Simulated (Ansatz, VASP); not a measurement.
# GaN in two plane-wave programs

Aim: how closely do two programs agree when they are given the same cell, functional and k mesh? Valence electrons are named where the data sets of a main pair hold unlike numbers.

Main program and level: Ansatz 0.2.0; plane waves, with VASP 6.6.1 beside it; band structure at LDA, band structure at PBE and band structure at r2SCAN, spin-orbit coupling.

The database entry behind the starting cell has ideal inner coordinates that were not refined, so it need not match the best structure at ambient conditions.

### 1. Starting point

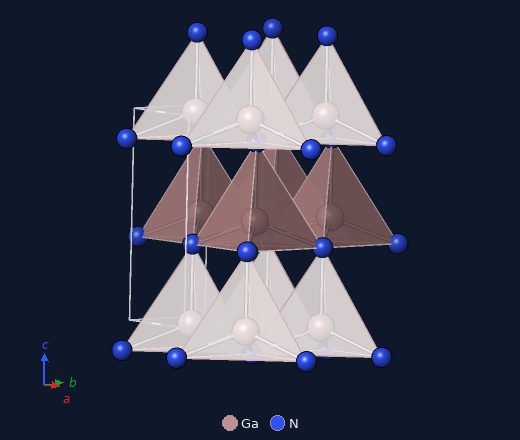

The cell as given, slightly off an axis (gallium pink, nitrogen blue). 2×2×1 cells are drawn. Some periodic images of atoms are drawn too.

### 2. Ansatz: band structure, LDA

Ansatz runs on its default PAW (the set named soft_2) files.

The same path points are solved in both programs, so levels can be compared one by one.

input.yaml

```yaml
crystal:
  lattice:
    - [3.19, 0.0, 0.0]
    - [-1.595, 2.7626210381, 0.0]
    - [0.0, 0.0, 5.189]
  atoms:
    - { symbol: Ga, position: [0.3333333333, 0.6666666667, 0.5] }
    - { symbol: Ga, position: [0.6666666667, 0.3333333333, 0.0] }
    - { symbol: "N", position: [0.3333333333, 0.6666666667, 0.875] }
    - { symbol: "N", position: [0.6666666667, 0.3333333333, 0.375] }
hamiltonian:
  xc: lda
  pseudopotentials: { kind: paw }
kpoints:
  mp_grid: { grid: [8, 8, 4] }
  band_path:
    path:
      - [0.0, 0.0, 0.0]
      - [0.16667, 0.0, 0.0]
      - [0.33333, 0.0, 0.0]
      - [0.5, 0.0, 0.0]
      - [0.46296, 0.07407, 0.0]
      - [0.40741, 0.18519, 0.0]
      - [0.35185, 0.2963, 0.0]
      - [0.2963, 0.2963, 0.0]
      - [0.18519, 0.18519, 0.0]
      - [0.07407, 0.07407, 0.0]
      - [0.0, 0.0, 0.0]
      - [0.0, 0.0, 0.16667]
      - [0.0, 0.0, 0.33333]
      - [0.0, 0.0, 0.5]
      - [0.11111, 0.0, 0.5]
      - [0.33333, 0.0, 0.5]
      - [0.5, 0.0, 0.5]
      - [0.46296, 0.07407, 0.5]
      - [0.40741, 0.18519, 0.5]
      - [0.35185, 0.2963, 0.5]
      - [0.2963, 0.2963, 0.5]
      - [0.18519, 0.18519, 0.5]
      - [0.07407, 0.07407, 0.5]
      - [0.5, 0.0, 0.5]
      - [0.5, 0.0, 0.33333]
      - [0.5, 0.0, 0.16667]
      - [0.5, 0.0, 0.0]
      - [0.33333, 0.33333, 0.11111]
      - [0.33333, 0.33333, 0.27778]
      - [0.33333, 0.33333, 0.5]
    npoints: 1
scf:
  occupations: { method: gaussian, width: 0.03 }
  n_extra_bands: 8
output:
  forces: true
  stress: true
  eigenvalues: true
```

The run is started by

```sh
> ansatz run input.yaml --threads 2 --pin off --max-ram 4608MiB --backend cpu --events-out ev --progress --plain --runs-dir out
```

Numbers of over 12 decimals in the logs are rounded to 6 here.

The program printed:

```text
scf.n_extra_bands = 8 over 18 filled bands (N_el = 36.0): the run solves 26 bands
Engine: ansatz 0.2.0, aarch64-unknown-linux-gnu
Pseudopotentials: kind: paw
Pseudopotential: Ga, paw, valence charge 13, recommended cutoff 420 eV (normal), Ga.paw.azcp
Pseudopotential: N, paw, valence charge 5, recommended cutoff 420 eV (normal), N.paw.azcp
Functional definition: SPW92
  exchange = slater_x
  correlation = pw_c
Crystal: 4 atoms, lattice volume = 45.729 Å³
Basis set: ecut = 420 eV, 917 PW (Γ)
Bands: 26, of which v1, the nominal top of the filled ones, is band 18 counted from 1 (17 counted from 0)
Symmetry: 12 space group operations
Space group: P63mc (ITA 186), of the structure as read, at distance tolerance 3.6e-5 Å
k-points: 30 of 256 (time reversal used)
Non-local potential: Ga, projectors of the file, l = 0: 2, l = 1: 2, l = 2: 3, l = 3: 1
Non-local potential: N, projectors of the file, l = 0: 2, l = 1: 2, l = 2: 1
PAW form: soft (Blöchl's): semilocal exchange-correlation on the pseudo side does not see the compensation charge
PAW frozen core: Ga, regenerated for the run's functional, and the local potential with it (the file was generated under x = pbe(κ = 0.804, μ = 0.219515), c = pbe(β = 0.066725))
PAW frozen core: N, regenerated for the run's functional, and the local potential with it (the file was generated under x = pbe(κ = 0.804, μ = 0.219515), c = pbe(β = 0.066725))
PAW one-centre angular grid: Ga, 590 points (default); XC on 64 Gauss nodes
PAW one-centre angular grid: N, 110 points (default); XC on 64 Gauss nodes
Initial density: superposition of atomic densities (neutral atoms: chi_scale 0, normalization atom), corrected by the library's trained network
Initial wavefunctions: pseudopotential atomic-orbital guess
Functional: x = slater, c = lda
SCF iter   1: F=—  HF=-8164.180433 eV  |F-HF|=—  |Δ(HF+E_count)|=         —  Δρ=1.36e-2  dr2=8.16e-2  ethr=1.77e-3  ⟨swp⟩=5.4  Hψ=3146  notcnv=0  defer=9
preconditioner: auto → Resta (q_TF=auto, 2.622 Å⁻¹)  ε∞=4.1  [insulator: Δε(μ)=1.790 eV  Ē_g=18.658 eV  σ=0.030 eV  W_gap=1.00  n_scr=22 (ndim 8)  ℏωp=32.9 eV  f_vac=0.009  D(μ)=0.00/eV (n_scr^D=0)  ε∞_Penn≈4.1]
SCF iter   2: F=—  HF=-8164.162342 eV  |F-HF|=—  |Δ(HF+E_count)|=   1.81e-2  Δρ=6.38e-3  dr2=2.06e-2  ethr=2.27e-4  ⟨swp⟩=2.0  Hψ=1173  notcnv=0  defer=75
SCF iter   3: F=—  HF=-8164.157142 eV  |F-HF|=—  |Δ(HF+E_count)|=   5.20e-3  Δρ=1.71e-3  dr2=5.63e-4  ethr=5.72e-5  ⟨swp⟩=2.6  Hψ=1206  notcnv=0  defer=81
SCF iter   4: F=—  HF=-8164.156490 eV  |F-HF|=—  |Δ(HF+E_count)|=   6.52e-4  Δρ=5.87e-4  dr2=7.73e-5  ethr=1.56e-6  ⟨swp⟩=2.2  Hψ=1200  notcnv=0  defer=81
SCF iter   5: F=—  HF=-8164.156474 eV  |F-HF|=—  |Δ(HF+E_count)|=   1.62e-5  Δρ=5.55e-5  dr2=1.44e-6  ethr=2.15e-7  ⟨swp⟩=2.0  Hψ=1239  notcnv=0  defer=81
SCF iter   6: F=—  HF=-8164.156474 eV  |F-HF|=—  |Δ(HF+E_count)|=   9.82e-8  Δρ=1.57e-5  dr2=1.03e-7  ethr=2.78e-10  ⟨swp⟩=7.8  Hψ=3277  notcnv=0
SCF iter   7: F=-8164.156474 eV  HF=-8164.156474 eV  |F-HF|=2.87e-10  |Δ(HF+E_count)|=   1.64e-8  Δρ=2.17e-6  dr2=2.23e-9  ethr=2.78e-10  ⟨swp⟩=3.9  Hψ=2098  notcnv=0
SCF 1 converged in 7 iterations: F = -8164.156474 eV  dr2 = 2.23e-9
  greatest PAW one-centre occupation: 0.996 electrons in one spin orbital (limit 2), on the Ga atom at site 1 (counted from 0), in its partial waves of l = 2
NSCF: frozen V_eff on 30 k-points
SCF converged after 7 iterations
Free energy (F): -8164.156474 eV
Harris-Foulkes:  -8164.156474 eV  (|F-HF|=2.87e-10)
Internal energy: -8164.156474 eV  (E = F + TS)
E sigma→0 (E₀):  -8164.156474 eV
Fermi energy:    10.267913 eV
--- Per-component energies (eV) ---
  E_band       = -25.552255
  E_kinetic    = 493.223181
  E_local      = -3912.350900  (includes V_loc(G=0)·N_el)
  E_nonlocal   = 955.158161
  E_hartree    = 1794.382018
  E_xc         = -255.360814
  E_vxc        = -268.016472  (∫ρ·V_xc dr)
  E_paw        = -4070.316721  (= ΣΔE_a)
  E_vpaw       = -882.331718  (= ΣTr[D̂ρ^β])
  E_aug_tail   = 0.000100  (compensation charges beyond the density's cutoff)
  E_ewald      = -3172.508547
  E_core_change = 3.617048  (= ΣΔE_core)
  E_smearing   = -0.000000  (= −TS)
  E_closure    = 0.000000  (closes the sum)
  Σ components = -8164.156474   (vs F -8164.156474, Δ=0.00e0)
--- Forces (eV/Å), atoms counted from 1 ---
  atom   1  Ga    -0.00000000     0.00000000    -0.11109141
  atom   2  Ga     0.00000000    -0.00000000    -0.11109141
  atom   3  N      0.00000000     0.00000000     0.11109149
  atom   4  N      0.00000000    -0.00000000     0.11109149
  max |Σ_I F_I| component: 1.62e-7 eV/Å
--- Stress (GPa, compression-positive) ---
       -6.892365       0.000000       0.000000
        0.000000      -6.892365       0.000000
        0.000000       0.000000      -5.357926
  P = ⅓ Tr σ = -6.3809 GPa (-63.809 kbar)
--- Band table (eV; the first three rows and the last of 30) ---
  k-point 0: bands = [... 14 lower, 8.2622, 9.2520, 9.3193, 9.3193, 11.2162, 13.4555, 18.3465, 19.0073, ... 4 higher]
  k-point 1: bands = [... 14 lower, 8.4105, 8.4105, 9.1575, 9.1575, 12.3885, 13.5675, 17.9615, 18.6860, ... 4 higher]
  k-point 2: bands = [... 14 lower, 8.7773, 8.7773, 8.7773, 8.7773, 13.4833, 13.4833, 17.6293, 17.6293, ... 4 higher]
  k-point 29: bands = [... 14 lower, 5.3785, 5.3785, 7.7760, 7.7760, 15.2338, 15.2338, 16.8772, 16.8772, ... 4 higher]
```

Wall time 3.1 s (2 threads of Arm Neoverse V2, shared host); peak memory 0.33 GiB.

The column dr2 measures how far the density is from self-consistency, as an energy; F and HF (Harris–Foulkes) agree once it is small.

### 3. VASP: band structure, LDA

The same cell, functional (in two slightly different forms), mesh and smearing now go to VASP, with its own data sets.

Lines of VASP's logs that name or quote its potential files are left out, and so is its time.

INCAR

```
SYSTEM = GaN
PREC = Accurate
ENCUT = 460
EDIFF = 1E-06
NELM = 100
ISMEAR = 0
SIGMA = 0.03
LREAL = .FALSE.
ALGO = Normal
GGA = CA
NBANDS = 32
LORBIT = 11
LWAVE = .FALSE.
LCHARG = .FALSE.
KPAR = 8
LASPH = .TRUE.
```

POSCAR

```
GaN
1.0
    3.1900000000      0.0000000000      0.0000000000
   -1.5950000000      2.7626210381      0.0000000000
    0.0000000000      0.0000000000      5.1890000000
Ga N
2 2
Direct
    0.3333333333      0.6666666667      0.5000000000
    0.6666666667      0.3333333333      0.0000000000
    0.3333333333      0.6666666667      0.8750000000
    0.6666666667      0.3333333333      0.3750000000
```

KPOINTS

```
Automatic mesh
0
Gamma
8 8 4
0 0 0
```

KPOINTS_OPT

```
Line mode
10
Line-mode
Reciprocal
  0.00000000   0.00000000   0.00000000 GAMMA
  0.50000000   0.00000000   0.00000000 M

  0.50000000   0.00000000   0.00000000 M
  0.33333333   0.33333333   0.00000000 K

  0.33333333   0.33333333   0.00000000 K
  0.00000000   0.00000000   0.00000000 GAMMA

  0.00000000   0.00000000   0.00000000 GAMMA
  0.00000000   0.00000000   0.50000000 A

  0.00000000   0.00000000   0.50000000 A
  0.50000000   0.00000000   0.50000000 L

  0.50000000   0.00000000   0.50000000 L
  0.33333333   0.33333333   0.50000000 H

  0.33333333   0.33333333   0.50000000 H
  0.00000000   0.00000000   0.50000000 A

  0.50000000   0.00000000   0.50000000 L
  0.50000000   0.00000000   0.00000000 M

  0.33333333   0.33333333   0.00000000 K
  0.33333333   0.33333333   0.50000000 H
```

PAW data sets: Ga_d and N (LDA family, release 64).

The run is started by

```sh
> mpirun -np 8 vasp_std
```

The program printed:

```text
[banner, memory and clock lines left out]
running    8 mpi-ranks, on    1 nodes
 distrk:  each k-point on    1 cores,    8 groups
 distr:  one band on    1 cores,    1 groups

 POSCAR found type information on POSCAR GaN
 POSCAR found :  2 types and       4 ions
|                                                                             |
|           W    W    AA    RRRRR   N    N  II  N    N   GGGG   !!!           |
|           W    W   A  A   R    R  NN   N  II  NN   N  G    G  !!!           |
|           W    W  A    A  R    R  N N  N  II  N N  N  G       !!!           |
|           W WW W  AAAAAA  RRRRR   N  N N  II  N  N N  G  GGG   !            |
|           WW  WW  A    A  R   R   N   NN  II  N   NN  G    G                |
|           W    W  A    A  R    R  N    N  II  N    N   GGGG   !!!           |
|                                                                             |
|     For optimal performance we recommend to set                             |
|       NCORE = 2 up to number-of-cores-per-socket                            |
|     NCORE specifies how many cores store one orbital (NPAR=cpu/NCORE).      |
|     This setting can greatly improve the performance of VASP for DFT.       |
|     The default, NCORE=1 might be grossly inefficient on modern             |
|     multi-core architectures or massively parallel machines. Do your        |
|     Unfortunately you need to use the default for GW and RPA                |
|     calculations (for HF NCORE is supported but not extensively tested      |
|     yet).                                                                   |
|                                                                             |

 LDA part: xc-table for (Slater(with rela. corr.)+CA(PZ))
 , standard interpolation
 POSCAR, INCAR and KPOINTS ok, starting setup
 FFT: planning ... GRIDC
 FFT: planning ... GRID_SOFT
 FFT: planning ... GRID
 WAVECAR not read
 entering main loop
       N       E                     dE             d eps       ncg     rms          rms(c)
DAV:   1     0.281043190609E+03    0.28104E+03   -0.15278E+04  2344   0.195E+03
DAV:   2     0.739026753030E+01   -0.27365E+03   -0.25018E+03  1960   0.467E+02
DAV:   3    -0.307974837472E+02   -0.38188E+02   -0.37592E+02  2288   0.121E+02
DAV:   4    -0.319060539534E+02   -0.11086E+01   -0.11076E+01  2176   0.231E+01
DAV:   5    -0.319215675140E+02   -0.15514E-01   -0.15512E-01  2296   0.278E+00    0.106E+01
DAV:   6    -0.279525669072E+02    0.39690E+01   -0.69327E+00  3184   0.400E+01    0.332E+00
DAV:   7    -0.279504546107E+02    0.21123E-02   -0.95978E-01  2072   0.683E+00    0.255E+00
DAV:   8    -0.279126891417E+02    0.37765E-01   -0.21528E-01  2768   0.338E+00    0.156E+00
DAV:   9    -0.278900383093E+02    0.22651E-01   -0.40334E-02  2920   0.259E+00    0.468E-01
DAV:  10    -0.278907341479E+02   -0.69584E-03   -0.53035E-03  2320   0.505E-01    0.235E-01
DAV:  11    -0.278904015905E+02    0.33256E-03   -0.11263E-03  3072   0.584E-01    0.107E-01
DAV:  12    -0.278904133763E+02   -0.11786E-04   -0.17707E-04  2144   0.695E-02    0.108E-01
DAV:  13    -0.278904547503E+02   -0.41374E-04   -0.26255E-05  2608   0.342E-02    0.198E-01
DAV:  14    -0.278904073938E+02    0.47356E-04   -0.19035E-04  2512   0.849E-02    0.569E-02
DAV:  15    -0.278904041954E+02    0.31984E-05   -0.92821E-06  2288   0.180E-02    0.424E-02
DAV:  16    -0.278904018421E+02    0.23533E-05   -0.20931E-06  1744   0.872E-03    0.234E-02
DAV:  17    -0.278904009281E+02    0.91400E-06   -0.22686E-06  1888   0.868E-03
   1 F= -.27890401E+02 E0= -.27890401E+02  d E =-.966472E-27
 Start KPOINTS_OPT (optional k-point list driver)
k-point batch [1-30\90]
       N       E                     dE             ncg
DAV:   1     0.359542179767E+04   -0.24046E+05     2424
DAV:   2    -0.422205984630E+04   -0.78175E+04     1944
DAV:   3    -0.529131427993E+04   -0.10693E+04     2272
DAV:   4    -0.532217126114E+04   -0.30857E+02     2144
DAV:   5    -0.532258846792E+04   -0.41721E+00     2352
DAV:   6    -0.532260556332E+04   -0.17095E-01     2600
DAV:   7    -0.532260604700E+04   -0.48367E-03     2512
DAV:   8    -0.532260605520E+04   -0.82075E-05     1832
DAV:   9    -0.532260605557E+04   -0.36918E-06     1584
[...]
k-point batch [61-90\90]
       N       E                     dE             ncg
DAV:   1     0.378524598742E+04   -0.33962E+05     2352
DAV:   2    -0.426441305701E+04   -0.80497E+04     1944
DAV:   3    -0.537475547806E+04   -0.11103E+04     2296
DAV:   4    -0.540564772024E+04   -0.30892E+02     2192
DAV:   5    -0.540606395633E+04   -0.41624E+00     2344
DAV:   6    -0.540607961174E+04   -0.15655E-01     2624
DAV:   7    -0.540608006670E+04   -0.45496E-03     2496
DAV:   8    -0.540608006891E+04   -0.22129E-05     1776
DAV:   9    -0.540608006908E+04   -0.17183E-06     1480
```

OUTCAR, selected parts (step 3):

```text
ion  position               nearest neighbor table
   1  0.333  0.667  0.500-   3 1.95   4 1.95   4 1.95   4 1.95
   2  0.667  0.333  0.000-   4 1.95   3 1.95   3 1.95   3 1.95
   3  0.333  0.667  0.875-   1 1.95   2 1.95   2 1.95   2 1.95
   4  0.667  0.333  0.375-   2 1.95   1 1.95   1 1.95   1 1.95

  LATTYP: Found a hexagonal cell.
 ALAT       =     3.1900000000
 C/A-ratio  =     1.6266457680

 Subroutine GETGRP returns: Found 12 space group operations
 (whereof  6 operations were pure point group operations)

The static configuration has the point symmetry C_3v.
 The point group associated with its full space group is C_6v.

 Found     30 irreducible k-points:

   k-points           NKPTS =     30   k-points in BZ     NKDIM =     30   number of bands    NBANDS=     32

   dimension x,y,z NGX =    24 NGY =   24 NGZ =   36
   dimension x,y,z NGXF=    48 NGYF=   48 NGZF=   72

   ENCUT  =  460.0 eV  33.81 Ry    5.81 a.u.   5.58  5.58  9.07*2*pi/ulx,y,z

   NELECT =      36.0000    total number of electrons

 k-points in reciprocal lattice and weights: Automatic mesh
   0.00000000  0.00000000  0.00000000       0.004
   0.12500000  0.00000000  0.00000000       0.023
   0.25000000  0.00000000  0.00000000       0.023
   0.37500000  0.00000000  0.00000000       0.023
   0.50000000  0.00000000  0.00000000       0.012
   0.12500000  0.12500000  0.00000000       0.023
   0.25000000  0.12500000  0.00000000       0.047
   0.37500000  0.12500000  0.00000000       0.047
   0.25000000  0.25000000  0.00000000       0.023
[...]
0.25000000  0.25000000  0.50000000       0.023
   0.37500000  0.25000000  0.50000000       0.023

 average (electrostatic) potential at core
       1 -64.7342       2 -64.7342       3 -61.9858       4 -61.9858

 E-fermi :   5.2839

 k-point     1 :       0.0000    0.0000    0.0000
  band No.  band energies     occupation
    ...
     14       4.0100      2.00000
     15       4.0100      2.00000
     16       4.9988      2.00000
     17       5.0649      2.00000
     18       5.0650      2.00000
     19       6.9781      0.00000
     20       9.2124      0.00000
     21      14.0975      0.00000
     22      14.7494      0.00000
     23      14.7494      0.00000
    ...

 k-point     2 :       0.1250    0.0000    0.0000
  band No.  band energies     occupation
    ...
     14       2.9441      2.00000
     15       3.6981      2.00000
     16       3.9149      2.00000
     17       4.8397      2.00000
     18       4.9277      2.00000
     19       8.0050      0.00000
     20      10.0665      0.00000
     21      13.5122      0.00000
     22      14.0214      0.00000
     23      15.1175      0.00000
    ...

 k-point     3 :       0.2500    0.0000    0.0000
  band No.  band energies     occupation
    ...
     14       1.0304      2.00000
     15       2.2027      2.00000
     16       3.0553      2.00000
     17       4.3143      2.00000
     18       4.5729      2.00000
     19       9.2962      0.00000
     20      10.8504      0.00000
     21      12.2698      0.00000
     22      13.4255      0.00000
     23      15.0690      0.00000
    ...

  Total       -1.8798362     -1.8798362     -1.4301244      0.0000000      0.0000000      0.0000000
  in kB      -65.8620024    -65.8620024    -50.1058832      0.0000000      0.0000000      0.0000000
  external PRESSURE =     -60.6099627 kB  Pullay stress =       0.0000000 kB

  energy-cutoff  :      460.00
  volume of cell :       45.73
      direct lattice vectors                 reciprocal lattice vectors
     3.190000000  0.000000000  0.000000000     0.313479624  0.180987545  0.000000000
    -1.595000000  2.762621038  0.000000000     0.000000000  0.361975090  0.000000000
     0.000000000  0.000000000  5.189000000     0.000000000  0.000000000  0.192715359

 POSITION                                       TOTAL-FORCE (eV/Angst)
 -----------------------------------------------------------------------------------
     -0.00000      1.84175      2.59450        -0.000000     -0.000000     -0.112106
      1.59500      0.92087      0.00000         0.000000      0.000000     -0.112106
     -0.00000      1.84175      4.54038        -0.000000     -0.000000      0.112106
      1.59500      0.92087      1.94588         0.000000     -0.000000      0.112106
 -----------------------------------------------------------------------------------
    total drift:                               -0.000000     -0.000001     -0.000447

  FREE ENERGIE OF THE ION-ELECTRON SYSTEM (eV)
  ---------------------------------------------------
  free  energy   TOTEN  =       -27.8904009281 eV

  energy  without entropy=      -27.8904009281  energy(sigma->0) =      -27.89040093

 total charge
# of ion       s       p       d       tot
------------------------------------------
    1        0.796   0.908  10.177  11.881
    2        0.796   0.908  10.177  11.881
    3        1.214   2.484   0.000   3.698
    4        1.214   2.484   0.000   3.698
--------------------------------------------------
tot          4.020   6.783  20.354  31.158

[... 3 further parts left out ...]
```

The run ends at a pressure of -6.06 GPa, with forces up to 0.11 eV/Å.

(Continued in part 2 of 3.)

[Lines on the potential files, build, host, timing and source positions are cut from VASP's logs without a mark.]

[Logs are printed without paths, hosts, clocks, repeated set-up lines and the standing remarks that a program may print on its own settings, such as how far it seeks lower states.]

[Hosts, paths, dates, database ids (printed as entryN), source tags and the programs' standing remarks are cut or masked in the printed files.]
